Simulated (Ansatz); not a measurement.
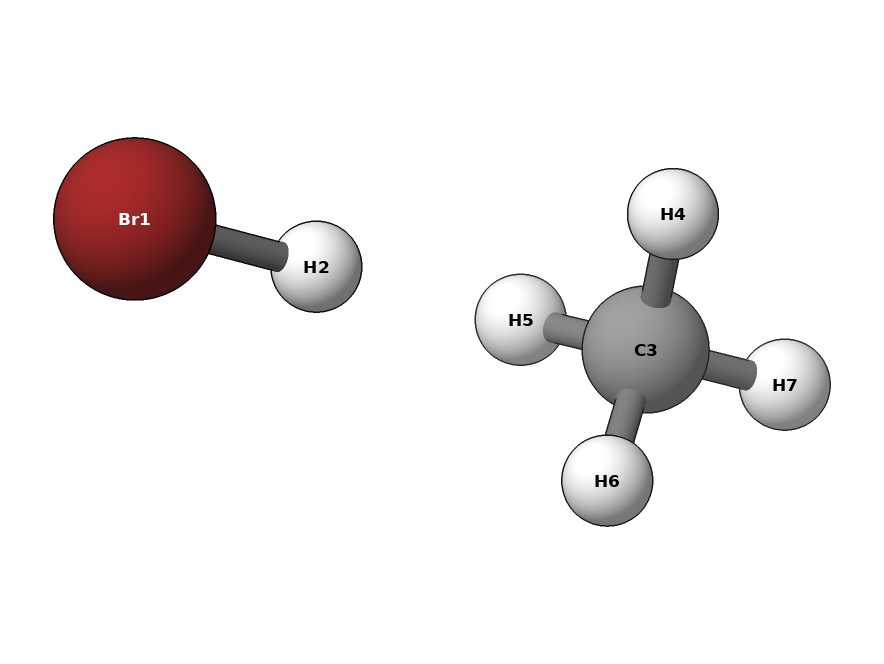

The computed structure is the end point of a PBE0-D4/def2-TZVP optimisation.

> What is the geometry at C3?

C3 has 4 neighbours (H4 at 1.09, H5 at 1.09, H6 at 1.09, H7 at 1.09 Å); the arrangement is tetrahedral.

> Which bond is the longest?

Br1–H2, 1.422 Å.
